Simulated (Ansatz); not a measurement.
# As2 (quintet): the correlation ladder, cc-pVTZ

Aim: climb from Hartree-Fock through coupled cluster and multireference methods for As2 (quintet) at one geometry and basis, and see what each rung misses.

The runs use Ansatz 0.2.0, Gaussian basis; cc-pVTZ, core rule «outside noble gas», up to 28 orbitals frozen.

The runs, in order: UHF; CCSD(T) on ROHF; CCSD(T) on UHF; BCCD(T) on ROHF; CISD as a restricted active space (open shells left free, so some higher excitations enter); CCSDT(Q) on ROHF; CCSDT(Q) on UHF; CASSCF and MRCISD+Q, 10 electrons in 8 orbitals; CASSCF and NEVPT2, 10 electrons in 8 orbitals.

16 further runs of the same task are left out: 4 that didn't finish, 12 set aside as unsound or not needed. Runs told in other sessions of the task aren't counted.

## Step 1: The geometry

The geometry is a PBE0/def2-TZVP stationary point (not a proven minimum) of the parent state, kept for this charge and spin. No spin-orbit coupling is included. The filled d shell of As may be among the frozen orbitals whatever the setting's name suggests.

2 atoms, charge 0, spin multiplicity 5.

Atoms are counted from 1 here; the program's logs count them from 0.

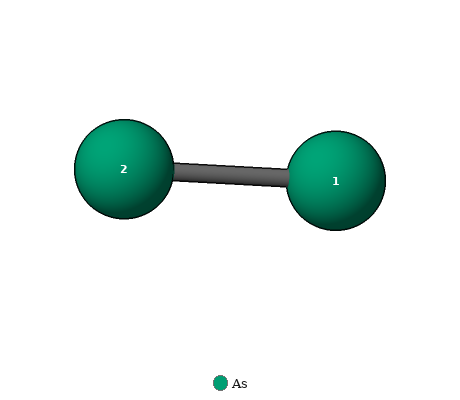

The geometry (arsenic teal); atoms are numbered from 1 in the order of the file.

Geometry (Å):

```
As    0.00000    0.00000    0.00000
As    0.00000    0.00000    2.27560
```

In the tables R marks a restricted open-shell determinant and U an unrestricted one; 'valence' is the active space of 10 electrons in 8 orbitals; energies count from the table's Hartree-Fock row.

## Step 2: UHF

Contents of in.yaml:

```yaml
crystal:
  periodic: [false, false, false]
  atoms:
    - {symbol: As, position_ang: [0.000000, 0.000000, 0.000000]}
    - {symbol: As, position_ang: [0.000000, 0.000000, 2.275600]}
basis:
  gaussian: {orbitals: cc-pVTZ}
magnetization: {spin_polarized: true, initial_magnetization: 4}
hamiltonian: {xc: hf}
output: {orbitals: {seedname: orbitals}}
```

The run is started by

```
$ ansatz run in.yaml --threads 1 --pin off --events-out ev --progress --plain --max-ram 2393MiB
```

Standard output:

```text
Functional definition: HF
  name "HF"
  cite "Fock, Z. Phys. 61, 126 (1930) doi:10.1007/BF01340294"
  parent pbe
  exchange = exact_x
  correlation = 0
574 factors; integrals over basis functions are off by at most 9.5e-4 eV
mean field evaluation 1: about -121592.1168 eV, gradient 7.4e0 eV
mean field evaluation 2: about -121592.1468 eV, gradient 7.4e0 eV
mean field evaluation 4: about -121592.7680 eV, gradient 1.1e0 eV
mean field evaluation 8: about -121592.7904 eV, gradient 3.4e-4 eV
mean field evaluation 16: about -121588.5836 eV, gradient 1.4e1 eV
mean field evaluation 32: about -121591.8628 eV, gradient 4.7e0 eV
mean field -121592.79041796 eV, -4468.4526293065 hartree, gradient 1.7e-5 eV, S^2 6.039895; 0 other end points of the search recorded, 0 dependent functions left out
reference -121592.79041796 eV, -4468.4526293065 hartree; 35, 31 occupied and 51, 55 virtual orbitals, 574 factors
Total energy: -121592.79041796 eV, -4468.4526293065 hartree
```

Run time: 2.8 s. Hardware: 1 thread of Arm Neoverse V2, shared host.

From the report: ⟨S²⟩ of the determinant 6.040 (pure quintet: 6.00).

## Step 3: CCSD(T) on ROHF

Contents of in.yaml:

```yaml
crystal:
  periodic: [false, false, false]
  atoms:
    - {symbol: As, position_ang: [0.000000, 0.000000, 0.000000]}
    - {symbol: As, position_ang: [0.000000, 0.000000, 2.275600]}
basis:
  gaussian: {orbitals: cc-pVTZ}
magnetization: {spin_polarized: false, initial_magnetization: 4}
correlation: {method: ccsd_t, electrons: outside_noble_gas}
output: {forces: true}
```

Same command.

Standard output, shortened:

```text
Functional definition: HF
  name "HF"
  cite "Fock, Z. Phys. 61, 126 (1930) doi:10.1007/BF01340294"
  parent pbe
[...]
574 factors; integrals over basis functions are off by at most 9.5e-4 eV
[...]
mean field -121592.47809031 eV, -4468.4411514769 hartree, gradient 5.8e-6 eV, S^2 6.000000; 5 other end points of the search recorded, 0 dependent functions left out
[...]
determinant -121592.47809031 eV, -4468.4411514769 hartree, with singles and doubles -121598.12535439 eV, -4468.6486846043 hartree
determinant -121591.08863408 eV, -4468.3900899024 hartree, with singles and doubles -121597.07316132 eV, -4468.6100172219 hartree
28 core orbitals not correlated: weight in the atoms' cores, before any rotation towards them, 1.000 or more for the frozen orbitals, at most 0.000 for the correlated occupied ones
reference -121592.47809031 eV, -4468.4411514769 hartree; 7, 3 occupied and 51, 55 virtual orbitals, 574 factors
second order -4.70278400 eV of doubles, -0.15840068 eV of singles
cycle   1  -5.61116576 eV  change   -3.3e-1 eV  update   1.5e-2
[...]
cycle  10  -5.62132271 eV  change   -9.3e-8 eV  update   1.9e-7
perturbative correction -0.23124033 eV, -0.0084979253 hartree
[...]
Total energy: -121598.33065335 eV, -4468.6562292017 hartree
Atom 0 at     0.000000     0.000000     0.000000 Å, force    -0.000000    -0.000000    -4.368380 eV/Å
Atom 1 at     0.000000     0.000000     2.275600 Å, force     0.000000     0.000000     4.368380 eV/Å
Dipole moment:    -0.000000    -0.000000    -0.000000 e Å
```

Run time: 15 s. Hardware: 1 thread of Arm Neoverse V2, shared host; peak memory 0.3 GiB.

From the report: correlation -5.8526 eV; T1 0.019; largest double amplitude 0.06.

## Step 4: CCSD(T) on UHF

Edit in.yaml of step 3 so:

```diff
@@ -7,3 +7,3 @@
   gaussian: {orbitals: cc-pVTZ}
-magnetization: {spin_polarized: false, initial_magnetization: 4}
+magnetization: {spin_polarized: true, initial_magnetization: 4}
 correlation: {method: ccsd_t, electrons: outside_noble_gas}
```

Same command.

Standard output, shortened:

```text
Functional definition: HF
  name "HF"
  cite "Fock, Z. Phys. 61, 126 (1930) doi:10.1007/BF01340294"
  parent pbe
[...]
574 factors; integrals over basis functions are off by at most 9.5e-4 eV
[...]
mean field -121592.79041796 eV, -4468.4526293065 hartree, gradient 2.0e-6 eV, S^2 6.039895; 5 other end points of the search recorded, 0 dependent functions left out
determinant -121592.79041796 eV, -4468.4526293065 hartree, with singles and doubles -121598.13606676 eV, -4468.6490782764 hartree
determinant -121591.36835241 eV, -4468.4003693613 hartree, with singles and doubles -121597.10534797 eV, -4468.6112000595 hartree
28 core orbitals not correlated: weight in the atoms' cores, before any rotation towards them, 1.000 or more for the frozen orbitals, at most 0.000 for the correlated occupied ones
reference -121592.79041796 eV, -4468.4526293065 hartree; 7, 3 occupied and 51, 55 virtual orbitals, 574 factors
second order -4.48980917 eV of doubles, -0.00000000 eV of singles
cycle   1  -5.32133649 eV  change   -3.3e-1 eV  update   1.8e-2
[...]
cycle  10  -5.33628362 eV  change   -1.0e-7 eV  update   3.6e-7
perturbative correction -0.22142164 eV, -0.0081370952 hartree
[...]
Total energy: -121598.34812322 eV, -4468.6568712078 hartree
Atom 0 at     0.000000     0.000000     0.000000 Å, force     0.000000     0.000000    -4.363888 eV/Å
Atom 1 at     0.000000     0.000000     2.275600 Å, force    -0.000000    -0.000000     4.363888 eV/Å
Dipole moment:    -0.000000    -0.000000    -0.000000 e Å
```

It took 14 s on 1 thread of Arm Neoverse V2, shared host; peak memory 0.3 GiB.

From the report: ⟨S²⟩ of the determinant 6.040 (pure quintet: 6.00); correlation -5.5577 eV; T1 0.016; largest double amplitude 0.06.

## Step 5: BCCD(T) on ROHF

Contents of in.yaml:

```yaml
crystal:
  periodic: [false, false, false]
  atoms:
    - {symbol: As, position_ang: [0.000000, 0.000000, 0.000000]}
    - {symbol: As, position_ang: [0.000000, 0.000000, 2.275600]}
basis:
  gaussian: {orbitals: cc-pVTZ}
magnetization: {spin_polarized: false, initial_magnetization: 4}
correlation: {method: bccd_t, electrons: outside_noble_gas}
```

The command is unchanged.

Standard output, shortened:

```text
Functional definition: HF
  name "HF"
  cite "Fock, Z. Phys. 61, 126 (1930) doi:10.1007/BF01340294"
  parent pbe
[...]
574 factors; integrals over basis functions are off by at most 9.5e-4 eV
[...]
mean field -121592.47809031 eV, -4468.4411514769 hartree, gradient 5.8e-6 eV, S^2 6.000000; 5 other end points of the search recorded, 0 dependent functions left out
[...]
determinant -121592.47809031 eV, -4468.4411514769 hartree, with singles and doubles -121598.12535439 eV, -4468.6486846043 hartree
determinant -121591.08863408 eV, -4468.3900899024 hartree, with singles and doubles -121597.07316132 eV, -4468.6100172219 hartree
28 core orbitals not correlated: weight in the atoms' cores, before any rotation towards them, 1.000 or more for the frozen orbitals, at most 0.000 for the correlated occupied ones
reference -121592.47809031 eV, -4468.4411514769 hartree; 7, 3 occupied and 51, 55 virtual orbitals, 574 factors
second order -4.70278400 eV of doubles, -0.15840068 eV of singles
cycle   1  -5.61592134 eV  change   -3.3e-1 eV  update   1.5e-2
[...]
cycle   8  -5.62333526 eV  change    3.9e-6 eV  update   8.1e-6
perturbative correction -0.22850268 eV, -0.0083973186 hartree
Total energy: -121598.32992825 eV, -4468.6562025547 hartree
```

Wall time 8.5 s (1 thread of Arm Neoverse V2, shared host); peak memory 0.26 GiB.

From the report: correlation -5.8518 eV; largest double amplitude 0.06.

## Step 6: CISD as a restricted active space (open shells left free, so some higher excitations enter)

Edit in.yaml of step 5 so:

```diff
@@ -8,2 +8,2 @@
 magnetization: {spin_polarized: false, initial_magnetization: 4}
-correlation: {method: bccd_t, electrons: outside_noble_gas}
+correlation: {active_space: {ras: {orbitals: [3, 4, 51], electrons: 10, max_holes: 2, max_particles: 2}, fixed_orbitals: true}}
```

The command is unchanged.

Standard output:

```text
Functional definition: HF
  name "HF"
  cite "Fock, Z. Phys. 61, 126 (1930) doi:10.1007/BF01340294"
  parent pbe
  exchange = exact_x
  correlation = 0
574 factors; integrals over basis functions are off by at most 9.5e-4 eV
mean field evaluation 1: about -121591.9181 eV, gradient 8.2e0 eV
mean field evaluation 2: about -121591.9498 eV, gradient 8.2e0 eV
mean field evaluation 4: about -121592.4715 eV, gradient 1.0e0 eV
mean field evaluation 8: about -121592.4777 eV, gradient 2.7e-1 eV
mean field evaluation 16: about -121591.7806 eV, gradient 4.3e0 eV
mean field -121592.47809031 eV, -4468.4411514769 hartree, gradient 5.8e-6 eV, S^2 6.000000; 4 other end points of the search recorded, 0 dependent functions left out
reference -121592.47809031 eV, -4468.4411514769 hartree; 35, 31 occupied and 51, 55 virtual orbitals, 574 factors
state -121597.78257698 eV, -4468.6360877667 hartree
Total energy: -121597.78257698 eV, -4468.6360877667 hartree
```

It took 12 s on 1 thread of Arm Neoverse V2, shared host.

From the report: 79,564 determinants.

## Step 7: CCSDT(Q) on ROHF

Edit in.yaml of step 6 so:

```diff
@@ -8,2 +8,2 @@
 magnetization: {spin_polarized: false, initial_magnetization: 4}
-correlation: {active_space: {ras: {orbitals: [3, 4, 51], electrons: 10, max_holes: 2, max_particles: 2}, fixed_orbitals: true}}
+correlation: {method: ccsdt_q, electrons: outside_noble_gas}
```

Launched as before.

Standard output, shortened:

```text
Functional definition: HF
  name "HF"
  cite "Fock, Z. Phys. 61, 126 (1930) doi:10.1007/BF01340294"
  parent pbe
[...]
933 factors; integrals over basis functions are off by at most 1.3e-7 eV
[...]
mean field -121592.47810637 eV, -4468.4411520672 hartree, gradient 1.9e-6 eV, S^2 6.000000; 5 other end points of the search recorded, 0 dependent functions left out
[...]
determinant -121592.47810637 eV, -4468.4411520672 hartree, with singles and doubles -121598.12538449 eV, -4468.6486857101 hartree
determinant -121591.08864909 eV, -4468.3900904541 hartree, with singles and doubles -121597.07317532 eV, -4468.6100177364 hartree
28 core orbitals not correlated: weight in the atoms' cores, before any rotation towards them, 1.000 or more for the frozen orbitals, at most 0.000 for the correlated occupied ones
reference -121592.47810637 eV, -4468.4411520672 hartree; 7, 3 occupied and 51, 55 virtual orbitals, 933 factors
second order -4.70280022 eV of doubles, -0.15840186 eV of singles
cycle   1  -5.43718657 eV  change   -5.7e-1 eV  update   7.1e-2
[...]
cycle  16  -5.88889392 eV  change   -2.8e-7 eV  update   2.1e-7
perturbative correction -0.01021262 eV, -0.0003753070 hartree
Total energy: -121598.37721291 eV, -4468.6579402340 hartree
```

Run time: 78 s. Hardware: 1 thread of Arm Neoverse V2, shared host; peak memory 0.93 GiB.

From the report: correlation -5.8991 eV; T1 0.020; largest double amplitude 0.06.

## Step 8: CCSDT(Q) on UHF

Edit in.yaml of step 7 so:

```diff
@@ -7,3 +7,3 @@
   gaussian: {orbitals: cc-pVTZ}
-magnetization: {spin_polarized: false, initial_magnetization: 4}
+magnetization: {spin_polarized: true, initial_magnetization: 4}
 correlation: {method: ccsdt_q, electrons: outside_noble_gas}
```

Launched as before.

Standard output, shortened:

```text
Functional definition: HF
  name "HF"
  cite "Fock, Z. Phys. 61, 126 (1930) doi:10.1007/BF01340294"
  parent pbe
[...]
933 factors; integrals over basis functions are off by at most 1.3e-7 eV
[...]
mean field -121592.79043626 eV, -4468.4526299789 hartree, gradient 5.0e-6 eV, S^2 6.039896; 5 other end points of the search recorded, 0 dependent functions left out
determinant -121592.79043626 eV, -4468.4526299789 hartree, with singles and doubles -121598.13609580 eV, -4468.6490793435 hartree
determinant -121591.36836771 eV, -4468.4003699238 hartree, with singles and doubles -121597.10536097 eV, -4468.6112005375 hartree
28 core orbitals not correlated: weight in the atoms' cores, before any rotation towards them, 1.000 or more for the frozen orbitals, at most 0.000 for the correlated occupied ones
reference -121592.79043626 eV, -4468.4526299789 hartree; 7, 3 occupied and 51, 55 virtual orbitals, 933 factors
second order -4.48982167 eV of doubles, -0.00000000 eV of singles
cycle   1  -5.09891090 eV  change   -6.1e-1 eV  update   7.7e-2
[...]
cycle  16  -5.59626961 eV  change   -1.2e-7 eV  update   3.7e-7
perturbative correction -0.00969556 eV, -0.0003563052 hartree
Total energy: -121598.39640143 eV, -4468.6586453990 hartree
```

Wall time 67 s (1 thread of Arm Neoverse V2, shared host); peak memory 0.76 GiB.

From the report: ⟨S²⟩ of the determinant 6.040 (pure quintet: 6.00); correlation -5.6060 eV; T1 0.016; largest double amplitude 0.06.

## Step 9: CASSCF and MRCISD+Q, 10 electrons in 8 orbitals

Contents of in.yaml:

```yaml
crystal:
  periodic: [false, false, false]
  atoms:
    - {symbol: As, position_ang: [0.000000, 0.000000, 0.000000]}
    - {symbol: As, position_ang: [0.000000, 0.000000, 2.275600]}
basis:
  gaussian: {orbitals: cc-pVTZ}
magnetization: {spin_polarized: false, initial_magnetization: 4}
correlation: {method: fic_mrcisd_q, electrons: outside_noble_gas, active_space: {window: {electrons: 10, orbitals: 8}, shells: [{species: As, l: s, shell: 4}, {species: As, l: p, shell: 4}]}}
```

The command is unchanged.

Standard output, shortened:

```text
Functional definition: HF
  name "HF"
  cite "Fock, Z. Phys. 61, 126 (1930) doi:10.1007/BF01340294"
  parent pbe
[...]
933 factors; integrals over basis functions are off by at most 1.3e-7 eV
[...]
mean field -121592.47810637 eV, -4468.4411520672 hartree, gradient 1.9e-6 eV, S^2 6.000000; 4 other end points of the search recorded, 0 dependent functions left out
reference -121592.47810637 eV, -4468.4411520672 hartree; 35, 31 occupied and 51, 55 virtual orbitals, 933 factors
state -121592.96755254 eV, -4468.4591388822 hartree
contracted CI cycle   1: correlation 0.00000000 eV, 0.0000000000 hartree, residual 1.70e1 eV
contracted CI cycle   2: correlation -4.70870654 eV, -0.1730417738 hartree, residual 2.71e0 eV
contracted CI cycle   3: correlation -4.84418089 eV, -0.1780203643 hartree, residual 5.15e-1 eV
contracted CI cycle   4: correlation -4.84871591 eV, -0.1781870231 hartree, residual 1.06e-1 eV
contracted CI cycle   5: correlation -4.84890393 eV, -0.1781939326 hartree, residual 2.36e-2 eV
contracted CI cycle   6: correlation -4.84891354 eV, -0.1781942861 hartree, residual 5.38e-3 eV
contracted CI cycle   7: correlation -4.84891402 eV, -0.1781943034 hartree, residual 1.10e-3 eV
contracted CI cycle   8: correlation -4.84891404 eV, -0.1781943042 hartree, residual 2.34e-4 eV
state -121592.96755254 eV, -4468.4591388822 hartree; corrected -121598.29882180 eV, -4468.6550594140 hartree
Total energy: -121598.29882180 eV, -4468.6550594140 hartree
Checks for a lower state left out: starts, orbital_swaps
```

Run time: 7.5 s. Hardware: 1 thread of Arm Neoverse V2, shared host; peak memory 0.28 GiB.

From the report: 52 determinants; active occupations 2.00, 1.99, 1.97, 1.00, 1.00, 1.00, 1.00, 0.04.

## Step 10: CASSCF and NEVPT2, 10 electrons in 8 orbitals

Contents of in.yaml:

```yaml
crystal:
  periodic: [false, false, false]
  atoms:
    - {symbol: As, position_ang: [0.000000, 0.000000, 0.000000]}
    - {symbol: As, position_ang: [0.000000, 0.000000, 2.275600]}
basis:
  gaussian: {orbitals: cc-pVTZ}
magnetization: {spin_polarized: false, initial_magnetization: 4}
correlation: {method: sc_nevpt2, electrons: outside_noble_gas, active_space: {window: {electrons: 10, orbitals: 8}, shells: [{species: As, l: s, shell: 4}, {species: As, l: p, shell: 4}]}}
```

Launched as before.

Standard output:

```text
Functional definition: HF
  name "HF"
  cite "Fock, Z. Phys. 61, 126 (1930) doi:10.1007/BF01340294"
  parent pbe
  exchange = exact_x
  correlation = 0
933 factors; integrals over basis functions are off by at most 1.3e-7 eV
mean field evaluation 1: about -121591.8183 eV, gradient 8.1e0 eV
mean field evaluation 2: about -121591.9332 eV, gradient 8.4e0 eV
mean field evaluation 4: about -121592.4680 eV, gradient 1.1e0 eV
mean field evaluation 8: about -121592.4777 eV, gradient 2.7e-1 eV
mean field evaluation 16: about -121592.3647 eV, gradient 1.6e0 eV
mean field evaluation 32: about -121592.4702 eV, gradient 4.1e-1 eV
mean field -121592.47810637 eV, -4468.4411520672 hartree, gradient 1.9e-6 eV, S^2 6.000000; 4 other end points of the search recorded, 0 dependent functions left out
reference -121592.47810637 eV, -4468.4411520672 hartree; 35, 31 occupied and 51, 55 virtual orbitals, 933 factors
state -121592.96755254 eV, -4468.4591388822 hartree
state -121592.96755254 eV, -4468.4591388822 hartree; corrected -121597.24680314 eV, -4468.6163984412 hartree
Total energy: -121597.24680314 eV, -4468.6163984412 hartree
Checks for a lower state left out: starts, orbital_swaps
```

It took 6 s on 1 thread of Arm Neoverse V2, shared host.

From the report: 52 determinants; active occupations 2.00, 1.99, 1.97, 1.00, 1.00, 1.00, 1.00, 0.04.

## Step 11: How many determinants matter

Natural occupations of the CASSCF valence state about the gap (report; correlated orbitals 1 to 8): 1.997, 1.990, 1.970, 1.003, 1.003, 0.998, 0.998, 0.040. The count of effectively unpaired electrons, Σ n²(2 − n)², is 4.01; a single determinant of this spin has 4.

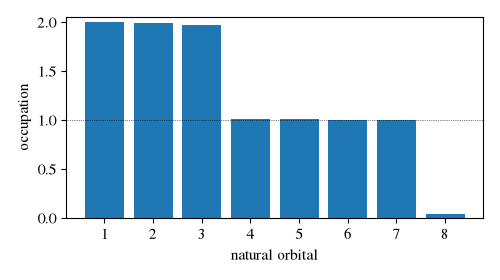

Natural occupations of the CASSCF valence state.

## Step 12: Misses and costs

The yardstick is UCCSDT(Q), where the cluster series has nearly closed. Rows without a time are mean-field rows or come out of runs for another level: lower rungs of the coupled-cluster runs, CASSCF and MRCISD of the multireference runs, or the Hartree-Fock search. The times of RCCSD(T), UCCSD(T) include forces.

| method | energy from the lowest ROHF (meV) | from UCCSDT(Q) (meV) | time |
| --- | --- | --- | --- |
| ROHF | 0.0 | +5918.3 |  |
| UHF | -312.3 | +5606.0 |  |
| RMP2 | -4861.2 | +1057.1 |  |
| UMP2 | -4802.1 | +1116.2 |  |
| CISD | -5304.5 | +613.8 | 12 s |
| RCCSD | -5621.3 | +297.0 |  |
| UCCSD | -5648.6 | +269.7 |  |
| RCCSD(T) | -5852.6 | +65.7 | 15 s |
| UCCSD(T) | -5870.0 | +48.3 | 14 s |
| BCCD(T) | -5851.8 | +66.5 | 8.5 s |
| RCCSDT | -5888.9 | +29.4 |  |
| UCCSDT | -5908.6 | +9.7 |  |
| RCCSDT(Q) | -5899.1 | +19.2 | 78 s |
| UCCSDT(Q) | -5918.3 | 0 | 67 s |
| CASSCF valence | -489.5 | +5428.8 |  |
| NEVPT2 valence | -4768.7 | +1149.6 | 6 s |
| MRCISD valence | -5338.4 | +579.9 |  |
| MRCISD+Q valence | -5820.7 | +97.6 | 7.5 s |

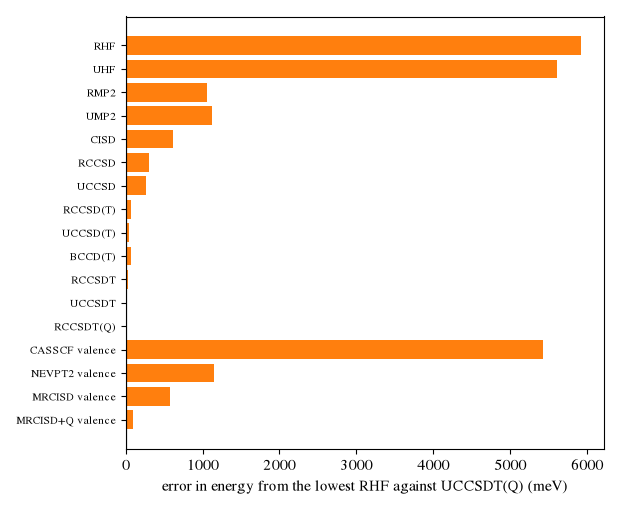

Error of each method against UCCSDT(Q).

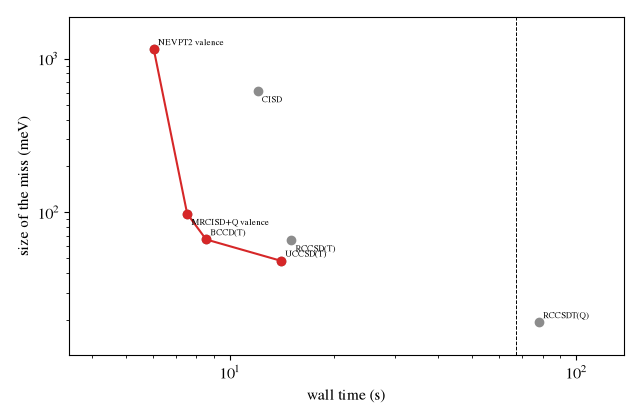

Accuracy for the time spent; red marks the levels that beat every quicker one drawn (of those quicker than the yardstick), and the dashed line is the time of UCCSDT(Q). Times are from a shared host.

## Step 13: Outcome

```
                         quantity                      value
    UCCSDT(Q) from the ROHF energy                 -5.9183 eV
              RMP2 from UCCSDT(Q)                +1057.1 meV
              UMP2 from UCCSDT(Q)                +1116.2 meV
             RCCSD from UCCSDT(Q)                 +297.0 meV
          RCCSD(T) from UCCSDT(Q)                  +65.7 meV
          UCCSD(T) from UCCSDT(Q)                  +48.3 meV
         RCCSDT(Q) from UCCSDT(Q)                  +19.2 meV
    NEVPT2 valence from UCCSDT(Q)                +1149.6 meV
  MRCISD+Q valence from UCCSDT(Q)                  +97.6 meV
levels within 1 kcal/mol (43 meV)  RCCSDT, UCCSDT, RCCSDT(Q)
                    T1 diagnostic                      0.019
   effectively unpaired electrons                       4.01
```

**Reading.** RCCSD(T) lands +65.7 meV from the yardstick (1.1 % of the correlation energy). One determinant dominates. Of the multireference levels listed MRCISD+Q valence comes nearest in total energy (+97.6 meV), which doesn't show that its space is the better one. These misses are within one basis, not against nature; the frozen cores of restricted and unrestricted runs differ, which can shift their rows.

With open shells the CI space here admits some higher excitations, so it is larger than plain CISD.

For cost: UCCSD(T) gets within 48.3 meV in 14 s, where UCCSDT(Q) took 67 s; the quickest level in the cost chart, NEVPT2 valence, takes 6 s and misses by 1149.6 meV.
